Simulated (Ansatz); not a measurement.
# H3SO+ (SMILES O[SH2+]): one structure at several levels

The atoms stand at a structure displaced at random from a GFN2-xTB minimum. How far do the functionals agree with CCSD(T) there?

The runs use Ansatz 0.2.0, Gaussian basis; single points in def2-TZVPP.

Cores are frozen in the correlated methods.

### 1 The starting structure

SMILES `O[SH2+]`, 5 atoms, charge 1, spin multiplicity 1.

Atoms are counted from 1 here; the program's logs count them from 0.

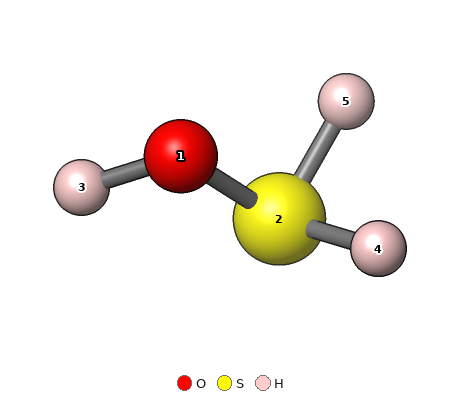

The starting geometry (oxygen red, sulfur yellow, hydrogen pink); atoms are numbered from 1 in the order of the file.

Geometry (Å):

```xyz
5
charge 1, multiplicity 1
O     0.47900   -0.72560    0.32460
S    -0.55660    0.52420    0.07490
H    -0.05100   -1.26480    1.24660
H    -0.38910    0.55990   -1.37240
H     0.60050    1.34500   -0.04440
```

### 2 CCSD(T)/def2-TZVPP

The input, run/in.yaml:

```yaml
crystal:
  periodic: [false, false, false]
  atoms:
    - {symbol: O, position_ang: [0.479000, -0.725600, 0.324600]}
    - {symbol: S, position_ang: [-0.556600, 0.524200, 0.074900]}
    - {symbol: H, position_ang: [-0.051000, -1.264800, 1.246600]}
    - {symbol: H, position_ang: [-0.389100, 0.559900, -1.372400]}
    - {symbol: H, position_ang: [0.600500, 1.345000, -0.044400]}
basis:
  gaussian: {orbitals: def2-TZVPP}
total_charge: 1
correlation: {method: ccsd_t}
output: {forces: true}
```

The command line of these runs was not kept.

### 3 PBE0-D4/def2-TZVPP

run/in.yaml: that of step 2 with these lines changed.

```diff
@@ -11,3 +11,3 @@
 total_charge: 1
-correlation: {method: ccsd_t}
-output: {forces: true}
+hamiltonian: {xc: pbe0, dispersion: d4}
+output: {forces: true, orbitals: {seedname: orbitals}}
```

### 4 wB97M-V/def2-TZVPP

run/in.yaml: that of step 3 with these lines changed.

```diff
@@ -11,3 +11,3 @@
 total_charge: 1
-hamiltonian: {xc: pbe0, dispersion: d4}
-output: {forces: true, orbitals: {seedname: orbitals}}
+hamiltonian: {xc: {name: wB97M-V}}
+output: {forces: true}
```

### 5 r2SCAN-D4/def2-TZVPP

run/in.yaml: that of step 4 with these lines changed.

```diff
@@ -11,3 +11,3 @@
 total_charge: 1
-hamiltonian: {xc: {name: wB97M-V}}
+hamiltonian: {xc: r2scan, dispersion: d4}
 output: {forces: true}
```

### 6 PBE-D4/def2-TZVPP

run/in.yaml: that of step 5 with these lines changed.

```diff
@@ -11,3 +11,3 @@
 total_charge: 1
-hamiltonian: {xc: r2scan, dispersion: d4}
+hamiltonian: {xc: pbe, dispersion: d4}
 output: {forces: true}
```

### 7 HSE06-D4/def2-TZVPP

run/in.yaml: that of step 6 with these lines changed.

```diff
@@ -11,3 +11,3 @@
 total_charge: 1
-hamiltonian: {xc: pbe, dispersion: d4}
+hamiltonian: {xc: hse06, dispersion: d4}
 output: {forces: true}
```

### 8 B97M-V/def2-TZVPP

run/in.yaml: that of step 7 with these lines changed.

```diff
@@ -11,3 +11,3 @@
 total_charge: 1
-hamiltonian: {xc: hse06, dispersion: d4}
+hamiltonian: {xc: {name: B97M-V}}
 output: {forces: true}
```

(Steps that only read results are left out.)

What does the calculation give? Wanted: energy less free atoms, CCSD(T)/def2-TZVPP; RMS force component; RMS force error; HOMO and LUMO, PBE0-D4; T1 diagnostic.

The runs gave:

| quantity | value |
| --- | --- |
| energy less free atoms, CCSD(T)/def2-TZVPP | -411.6 kJ/mol |
| RMS force component | 2.265 to 2.569 eV/Å over the methods |
| RMS force error | PBE0-D4 0.184, wB97M-V 0.150, r2SCAN-D4 0.102, PBE-D4 0.306, HSE06-D4 0.182, B97M-V 0.136 eV/Å |
| HOMO and LUMO, PBE0-D4 | -16.04 and -8.54 eV |
| T1 diagnostic | 0.015 |

**Reading.** Against CCSD(T) the functionals' energies less atoms differ by -96.5 to -24.1 kJ/mol, PBE-D4 by -96.5 kJ/mol. The reference is not at the basis limit: in triple zeta CCSD(T) underbinds, which counts against methods that bind more; the gaps are no ranking. The forces of r2SCAN-D4 come nearest to CCSD(T), those of PBE-D4 are farthest. Frozen-core CCSD(T) forces in triple zeta carry basis errors of their own, and this is one geometry, so small gaps rank nothing.
